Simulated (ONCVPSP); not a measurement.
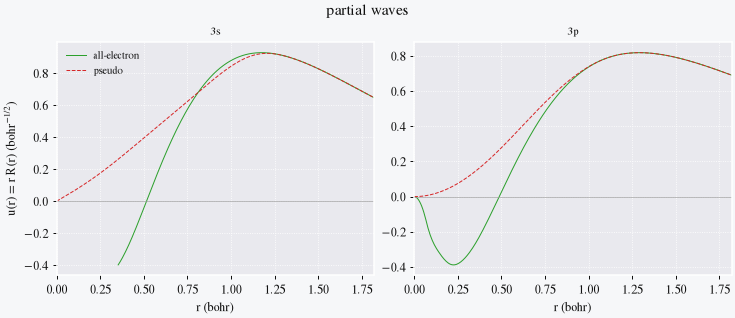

**Figure 1.** All-electron valence functions (solid) with their pseudo partners (dashed). The innermost oscillations of some all-electron curves aren't drawn. Reference configuration 3s2 3p6.

- Matching radii: 3s at 1.30 bohr; 3p at 1.20 bohr. The curves merge smoothly, so the plot gives these only roughly.
- Nodes of the pseudo-waves: 3s has no node; 3p has no node.

**Ar: pseudopotential generation**

- system: argon (Ar, Z = 18), core [Ne], reference valence 3s2 3p6, valence charge 8.
- method: ONCV potential, PBE, scalar-relativistic, made with ONCVPSP 4.0.1

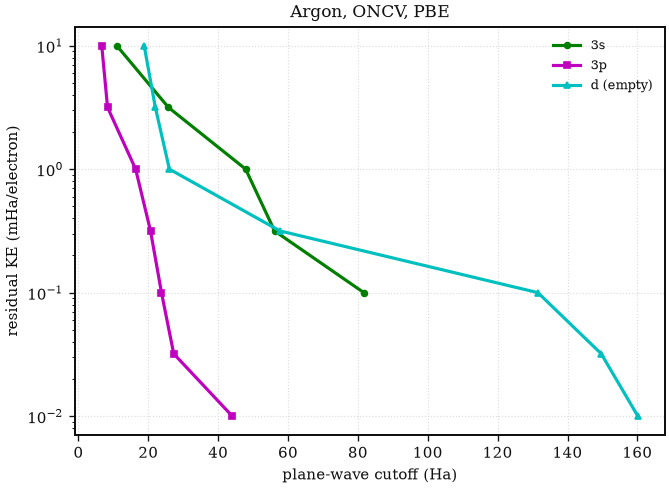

**Figure 2.** Residual kinetic energy of the pseudo-waves (the first of each channel, and further valence shells) beyond the plane-wave cutoff, as the generator prints it.

- Cutoffs for the occupied states: 48 Ha for 1 mHa and 82 Ha for 0.1 mHa per electron. The first is set by 3s.
- Hardest wave at 1 mHa per electron: 3s, with rc = 1.30 bohr and qcut = 4.5 1/bohr. The optimisation minimises, but can't always remove, the kinetic energy above qcut²/2 = 10.1 Ha, and a larger rc would as a rule soften the wave at some cost in transferability.
- Cutoffs for 1 mHa per electron: 3s: 48 Ha; d (empty): 26 Ha; 3p: 16 Ha.

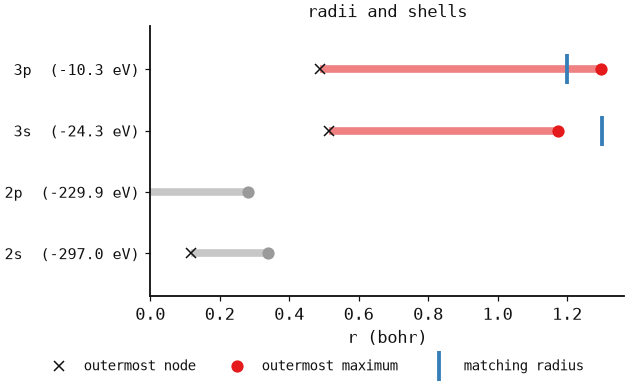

**Figure 3.** Outer shells of the all-electron reference atom: each bar runs from the outermost node (or the nucleus) to the outermost maximum of u(r); the tick is the radius chosen for the pseudo-wave. Shells without a tick have no pseudo-wave of their own. Levels, nodes and maxima are from ld1.x, scalar-relativistic.

- Radii against the shells: 3s: 1.30 bohr, outside the maximum; 3p: 1.20 bohr, between node and maximum.

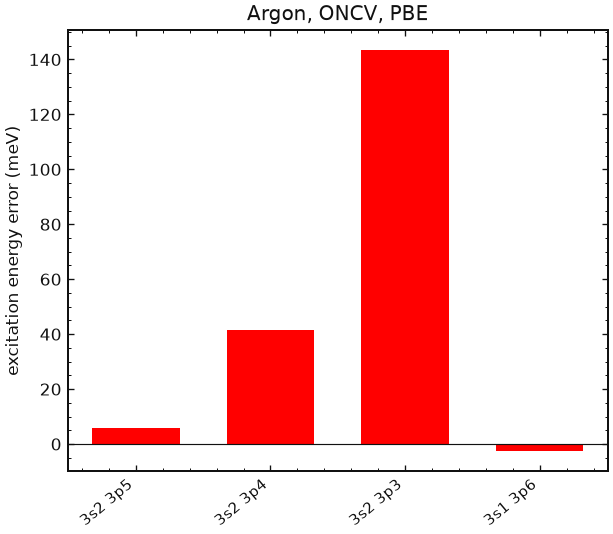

**Figure 4.** Errors, all-electron minus pseudo, of the energies of valence configurations relative to the unpolarised reference 3s2 3p6.

- Worst configuration: 3s2 3p3 (charge +3): the error is +143 meV on an all-electron energy of +87.30 eV relative to the reference, or 0.16 %.

Input and output of the run follow.

### Input file
```
# ATOM AND REFERENCE CONFIGURATION
# atsym  z   nc   nv     iexc    psfile
  Ar 18.00    3    2        4      upf
#
#   n    l    f
    1    0    2.00
    2    0    2.00
    2    1    6.00
    3    0    2.00
    3    1    6.00
#
# PSEUDOPOTENTIAL AND OPTIMIZATION
# lmax
    2
#
#   l,   rc,      ep,       ncon, nbas, qcut
    0    1.30    0.00    3    6    4.50
    1    1.20    0.00    3    7    7.30
    2    1.40    0.40    4    9    7.10
#
# LOCAL POTENTIAL
# lloc, lpopt,  rc(5),   dvloc0
    4    5    1.20    0.00
#
# VANDERBILT-KLEINMAN-BYLANDER PROJECTORs
# l, nproj, debl
    0    1    1.80
    1    1    2.60
    2    3    3.30
#
# MODEL CORE CHARGE
# icmod, fcfact, rcfact
    2    0.70    1.15
#
# LOG DERIVATIVE ANALYSIS
# epsh1, epsh2, depsh
   -2.00    5.00    0.02
#
# OUTPUT GRID
# rlmax, drl
    6.00    0.01
#
# TEST CONFIGURATIONS
# ncnf
    4
# nvcnf
#   n    l    f
    2
    3    0    2.00
    3    1    5.00
#
    2
    3    0    2.00
    3    1    4.00
#
    2
    3    0    2.00
    3    1    3.00
#
    2
    3    0    1.00
    3    1    6.00
#
```

Run as:
```bash
oncvpsp.x < Ar.dat > Ar.out
```

### Log (extracts)
```
ONCVPSP  (Optimized Norm-Conservinng Vanderbilt PSeudopotential)
scalar-relativistic version 4.0.1

#   n    l    f        energy (Ha)
    1    0    2.00    -1.1467100E+02
    2    0    2.00    -1.0914200E+01
    2    1    6.00    -8.4481529E+00
    3    0    2.00    -8.9252841E-01
    3    1    6.00    -3.7741368E-01

Reference configufation results
  iterations    21
  all-electron total energy (Ha)   -5.29229852D+02

Begin loop to  construct optimized pseudo wave functions
and semi-local pseudopoentials for all angular momenta

Calculating optimized projector #   1

 for l=   0

    Fraction of norm inside rc  0.473780
    Optimizing pswf for qcut=   4.50 a_B^-1,  ecut=  10.13 Ha
    Residual kinetic energy error=  1.23D-02 Ha

    Energy error per electron        Cutoff
         Ha          eV             Ha
         0.01000     0.27211       10.96
         0.00100     0.02721       47.86
         0.00010     0.00272       81.70

Calculating optimized projector #   1

 for l=   1

    Fraction of norm inside rc  0.282165
    Optimizing pswf for qcut=   7.30 a_B^-1,  ecut=  26.63 Ha
    Residual kinetic energy error=  3.49D-05 Ha

    Energy error per electron        Cutoff
         Ha          eV             Ha
         0.01000     0.27211        6.66
         0.00100     0.02721       16.37
         0.00010     0.00272       23.77
         0.00001     0.00027       44.04

   Wellstate for l =  2  n =  3
     eigenvalue =   0.4000
     asymptotic potential =   0.9000
     half-point radius =  3.2764

   Wellstate for l =  2  n =  5
     eigenvalue =   3.7000
     asymptotic potential =   4.2000
     half-point radius =  2.9411

   Wellstate for l =  2  n =  6
     eigenvalue =   7.0000
     asymptotic potential =   7.5000
     half-point radius =  2.7664

Calculating optimized projector #   1

 for l=   2

    Fraction of norm inside rc  0.276253
    Optimizing pswf for qcut=   7.11 a_B^-1,  ecut=  25.27 Ha
    Residual kinetic energy error=  1.09D-03 Ha

    Energy error per electron        Cutoff
         Ha          eV             Ha
         0.01000     0.27211       18.81
         0.00100     0.02721       26.03
         0.00010     0.00272      131.52
         0.00001     0.00027      160.14

Calculating optimized projector #   2

 for l=   2

    Fraction of norm inside rc  0.123341
    Optimizing pswf for qcut=   7.11 a_B^-1,  ecut=  25.27 Ha
    Residual kinetic energy error=  1.56D-02 Ha

    Energy error per electron        Cutoff
         Ha          eV             Ha
         0.01000     0.27211       26.80
         0.00100     0.02721       60.41
         0.00010     0.00272      177.62
         0.00001     0.00027      201.06

Calculating optimized projector #   3

 for l=   2

    Fraction of norm inside rc  0.112321
    Optimizing pswf for qcut=   7.11 a_B^-1,  ecut=  25.27 Ha
    Residual kinetic energy error=  6.84D-02 Ha

    Energy error per electron        Cutoff
         Ha          eV             Ha
         0.01000     0.27211       32.74
         0.00100     0.02721       80.69
         0.00010     0.00272      230.31
         0.00001     0.00027      258.65

Construct Vanderbilt / Kleinmman-Bylander projectors

B matrix Hermiticity error, ll=   2
   1   2   -1.4127E-04
   1   3    9.4932E-05
   2   3    1.6299E-04

  Orthonormal projector coefficients -3.4287E+01 -5.3278E+00 -1.9382E+00

Model core correction analysis
  based on d2Exc/dn_idn_j

d2excae - all-electron derivatives

   -3.512909D-02   -2.945343D-02
   -2.945402D-02   -2.713455D-02

d2excps - pseudofunction derivatives with no core correction

   -3.720814D-02   -3.059256D-02
   -3.059360D-02   -2.821108D-02

rms 2nd derivative error    1.421058E-03

amplitude prefactor, scale prefactor
   18.1848    1.0949

d2excps - pseudofunction derivatives with core correction

   -3.435024D-02   -2.975963D-02
   -2.976021D-02   -2.787981D-02

rms 2nd derivative error    5.808456E-04

Pseudoatom total energy  -21.185450

Diagnostic tests using Vanderbilt-Kleinman-Bylander pseudopotentials
  1 or more projectors used as specified by nproj input data

   l    rcore       rmatch      e in        delta e   norm test  slope test

   0   1.3027673   1.3423221  -0.8925284   0.0001076   1.0000113   1.0004243

   1   1.2052942   1.2418896  -0.3774137   0.0000065   1.0000088   0.9998055

   2   1.4081230   1.4508766   0.4000000   0.0000049   1.0000883   1.0000883
   2   1.4081230   1.4508766   3.7000000   0.0000208   1.0001987   1.0001987
   2   1.4081230   1.4508766   7.0000000   0.0002085   1.0003511   1.0003511

 Testing for bound ghosts
   n   l    E NL Schr. Eq   E Basis Diag.   E Cutoff

   1   0       -0.892421       -0.887778     44.82

   2   1       -0.377407       -0.345762    105.10

 Testing for highly-localized positive-energy ghosts
       l    <radius>/rc     E Basis Diag.   E Cutoff

Test configuration 0

   n   l     f        eae           eps        diff
   1   0  2.0000 -114.67099515
   2   0  2.0000  -10.91419966
   2   1  6.0000   -8.44815295
   3   0  2.0000   -0.89252841   -0.89242086    1.08D-04
   3   1  6.0000   -0.37741368   -0.37740714    6.54D-06

    Total energies and differences
      AE_ref= -5.29229852D+02  AE_tst= -5.29229852D+02  dif=  0.00D+00
      PS_ref= -2.11854499D+01  PS_tst= -2.11854499D+01  dif=  2.49D-14
      PSP excitation error= -2.49D-14

Test configuration 1

   n   l     f        eae           eps        diff
   1   0  2.0000 -115.19253220
   2   0  2.0000  -11.42489004
   2   1  6.0000   -8.96013816
   3   0  2.0000   -1.34860532   -1.34785396    7.51D-04
   3   1  5.0000   -0.81286123   -0.81219651    6.65D-04

    Total energies and differences
      AE_ref= -5.29229852D+02  AE_tst= -5.28639754D+02  dif=  5.90D-01
      PS_ref= -2.11854499D+01  PS_tst= -2.05955599D+01  dif=  5.90D-01
      PSP excitation error=  2.08D-04

Test configuration 2

   n   l     f        eae           eps        diff
   1   0  2.0000 -115.80565027
   2   0  2.0000  -12.01749069
   2   1  6.0000   -9.55511059
   3   0  2.0000   -1.85774851   -1.85563531    2.11D-03
   3   1  4.0000   -1.30176920   -1.29939109    2.38D-03

    Total energies and differences
      AE_ref= -5.29229852D+02  AE_tst= -5.27586549D+02  dif=  1.64D+00
      PS_ref= -2.11854499D+01  PS_tst= -1.95436719D+01  dif=  1.64D+00
      PSP excitation error=  1.53D-03

Test configuration 3

   n   l     f        eae           eps        diff
   1   0  2.0000 -116.50221513
   2   0  2.0000  -12.68245507
   2   1  6.0000  -10.22367197
   3   0  2.0000   -2.41023363   -2.40582396    4.41D-03
   3   1  3.0000   -1.83522280   -1.82954845    5.67D-03

    Total energies and differences
      AE_ref= -5.29229852D+02  AE_tst= -5.26021619D+02  dif=  3.21D+00
      PS_ref= -2.11854499D+01  PS_tst= -1.79824842D+01  dif=  3.20D+00
      PSP excitation error=  5.27D-03

Test configuration 4

   n   l     f        eae           eps        diff
   1   0  2.0000 -115.23780356
   2   0  2.0000  -11.47075794
   2   1  6.0000   -9.00512945
   3   0  1.0000   -1.37151955   -1.37175938   -2.40D-04
   3   1  6.0000   -0.83303002   -0.83257975    4.50D-04

    Total energies and differences
      AE_ref= -5.29229852D+02  AE_tst= -5.28102632D+02  dif=  1.13D+00
      PS_ref= -2.11854499D+01  PS_tst= -2.00581343D+01  dif=  1.13D+00
      PSP excitation error= -9.49D-05
```

### Results in brief

- outcome: generated
- cutoffs needed: 48 Ha and 82 Ha (the cutoffs at which the residual kinetic energy of the hardest occupied pseudo-wave falls to 1 and 0.1 mHa per electron)
- ghost test: no bound ghost flagged; no localised positive-energy state flagged
- largest excitation error: +143 meV (all-electron minus pseudo) for 3s2 3p3, out of 4 test configurations
- rms error of d²Exc/dni dnj: 1.42 mHa without and 0.58 mHa with the model core
- range over which the phases arctan(r R′/R) at the test radius agree within 0.05 rad (a looser test near the poles than one of phase shifts): s: up to about 1.3 Ha; p: up to about 4.1 Ha; d: over the whole range computed; f: not judged, local potential alone
- hardware: 1 CPU thread, shared host
- wall time: 2.8 s

### Remarks

The scattering phases part by more than π/2 and stay apart in s from about 3.0 Ha: a level there is either far displaced or one that only the pseudo-atom has.
